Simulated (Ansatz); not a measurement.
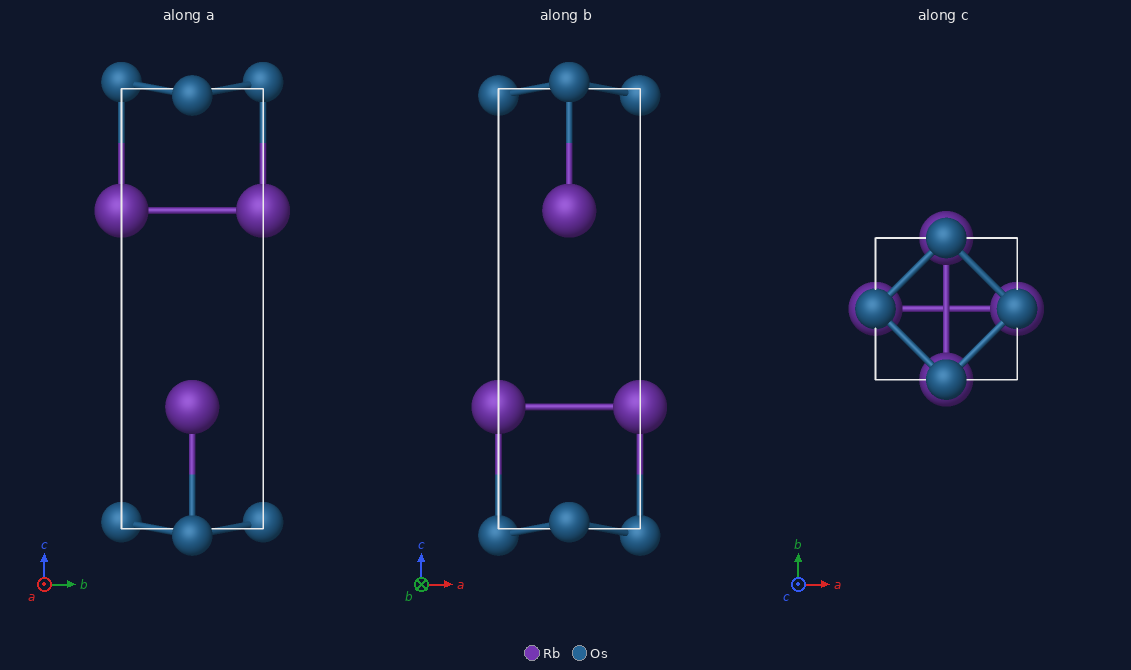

Ball-and-stick representation of a periodic structure, projected along the a axis, along the b axis and along the c axis. The conventional unit cell is outlined; an atom on or near a face, edge or corner is repeated at each equivalent position.

Lattice parameters: a = 3.520 Å, b = 3.520 Å, c = 10.940 Å, α = 90.00°, β = 90.00°, γ = 90.00°.

Express the structure as a table of Wyckoff sites, with free fractional coordinates to two decimals.

Answer. Space group P4/nmm:1 (No. 129).
```
atom  site     x     y     z
  Rb    2c  0.50  0.00  0.72
  Os    2c  0.50  0.00  0.02
```

Starting structure: a structure type filled with these elements by a generator (whether the compound takes this form wasn't checked). The picture shows the end point of a geometry optimisation with Ansatz 0.2.0, DFT PBE, scalar-relativistic, plane waves, PAW.
